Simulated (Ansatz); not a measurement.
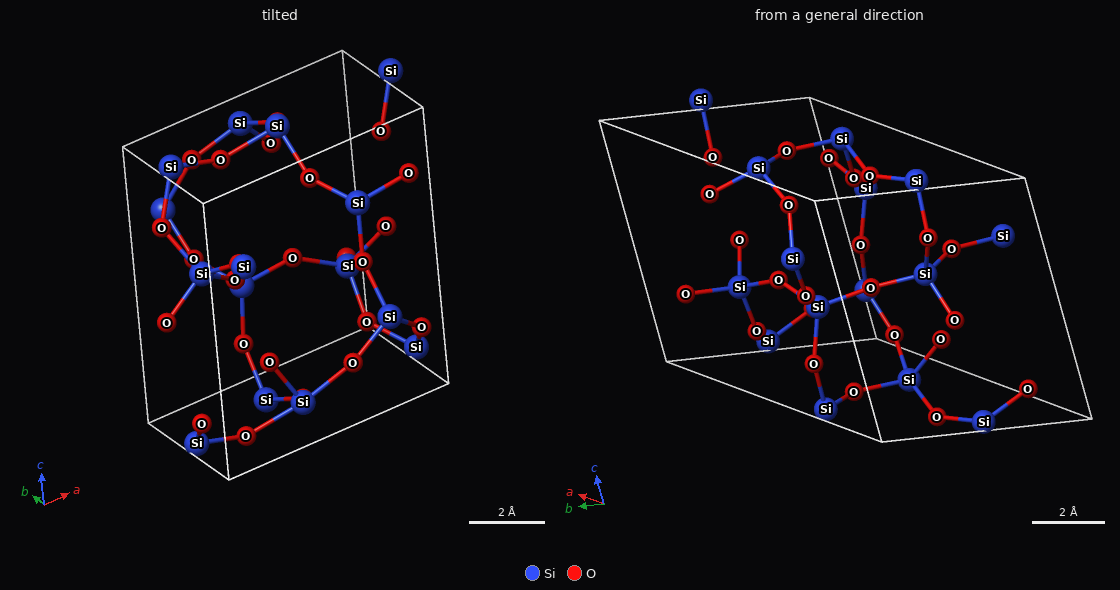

A ball-and-stick rendering, viewed slightly off an axis and from a general direction. The frame is the supercell; atoms at its boundary are shown with their periodic copies. The host is SiO₂, in a cell of 27 sites, and the cell carries a charge of -1.

> Which defect is modelled here, and what are its neighbours?

An interstitial oxygen atom. It is bonded to one Si at about 1.7 Å.

Level of theory: DFT PBE, scalar-relativistic, plane waves, PAW (Ansatz 0.2.0). Settings were cutoff 420 eV, k-grid 2×2×2, Gaussian smearing of 0.01 eV, collinear spins.

> Is the defect magnetic?

Yes, 1.0 μB in the cell.

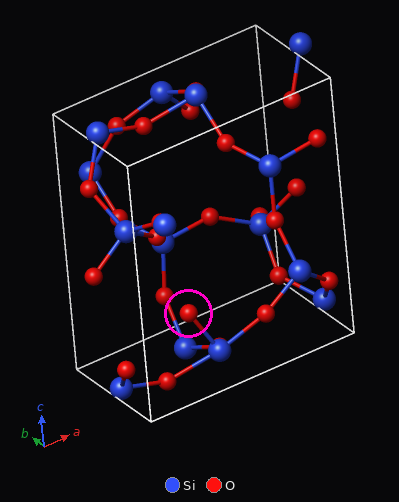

The same cell with a ring at the defect's site.

The atoms were relaxed in the host's cell with DFT PBE, scalar-relativistic, plane waves, PAW in Ansatz 0.2.0.
